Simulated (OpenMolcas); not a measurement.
```
&GATEWAY
Basis set
Cu.ANO-RCC-VTZP.
Cu1 0.0 0.0 0.0 Angstrom
End of basis
Basis set
F.ANO-RCC-VDZP.
L1 1.366011 1.366011 1.366011 Angstrom
L2 1.366011 1.366011 -1.366011 Angstrom
L3 1.366011 -1.366011 1.366011 Angstrom
L4 1.366011 -1.366011 -1.366011 Angstrom
End of basis
Basis set
Ca.EMB-AIMP.Pascual.0s.0s.ECP.CaF2.
PseudoCharge
* 21 symmetry-unique lattice sites within 7.6 angstrom
End of basis
Basis set
F.EMB-AIMP.Pascual.0s.0s.ECP.CaF2.
PseudoCharge
* 40 symmetry-unique lattice sites within 7.6 angstrom
End of basis
Symmetry
XYZ
AngMom=0.0 0.0 0.0
AMFI
RICD
XField
1348 Angstrom 0
* Evjen-weighted lattice charges
&SEWARD
&RASSCF
FileOrb=start.orb
Symmetry=1
Spin=2
nActEl=9 0 0
Inactive=23 26
Ras2=5 0
CIRoot=5 5 1
SDav=5
CIMx=300
Iter=150 100
PrWF=0.3
OrbListing=Nothing
MaxOrb=0
LevShft=1.0
>>> COPY $Project.JobIph JOB001
&RASSI
NrOfJobIphs=1 5
1 2 3 4 5
IphNames
JOB001
EJob
SpinOrbit
DIPRint=1.0
SOCoupling=1000.0
Subsets=2
Property=9
'ANGMOM' 1 'ANGMOM' 2 'ANGMOM' 3 'MLTPL  1' 1 'MLTPL  1' 2 'MLTPL  1' 3
'AMFI' 1 'AMFI' 2 'AMFI' 3
SOProperty=3
'ANGMOM' 1 'ANGMOM' 2 'ANGMOM' 3
>>> COPY JOB001 $Project.JobIph
&CASPT2
Multistate=5 1 2 3 4 5
NoMult
Frozen=6 7
IPEA=0.25
Imaginary=0.1
MaxIter=60
WThr=0.0 0.3 0.05
PrWF=0.5
NoMix
```

Command:
```bash
OMP_NUM_THREADS=1 MOLCAS_MEM=2457 MOLCAS_PROJECT=a pymolcas a.inp > a.log  # once for each step of the input, in one work folder
```

The CASPT2 energies were then put on the diagonal of the RASSI spin-orbit matrix.

Level of the calculation: state-averaged SS-CASPT2, IPEA shift 0.25, imaginary shift 0.1 hartree, closed shells 3s 3p correlated, active space 9 electrons in the shell 3d, basis ANO-RCC-VTZP on the metal and ANO-RCC-VDZP on the ligands, DKH2 scalar Hamiltonian, spin-orbit coupling by RASSI with atomic mean-field integrals (OpenMolcas).

Cu²⁺ (3d⁹) as a dopant in CaF₂, a cluster with its 8 nearest F⁻ at 2.366 Å (cube) embedded in model potentials and point charges; the geometry was set, not optimised. The cluster and the levels that result:

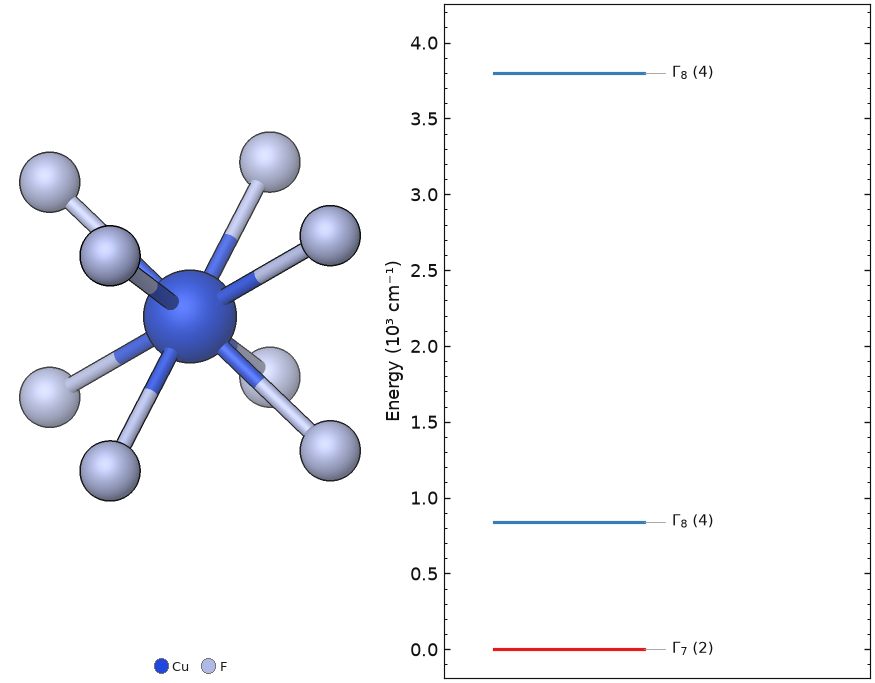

Labels give the representation in O, Td, D4 or D3 as the site allows (double group for half-integer spin) where it could be assigned and, in brackets, the degeneracy; spin-free states, where drawn, share the zero of the spin-orbit levels.

The ground level is Γ₇, a Kramers doublet, 100 % from states of spin multiplicity 2. Its principal g values are 1.97, 1.97 and 1.97, isotropic. The next level lies at 840 cm⁻¹ (Γ₈).

Known limits: single d shell for a late 3d ion, CASPT2 field may be too large; the geometry is set by hand, with no relaxation and no charge compensation.
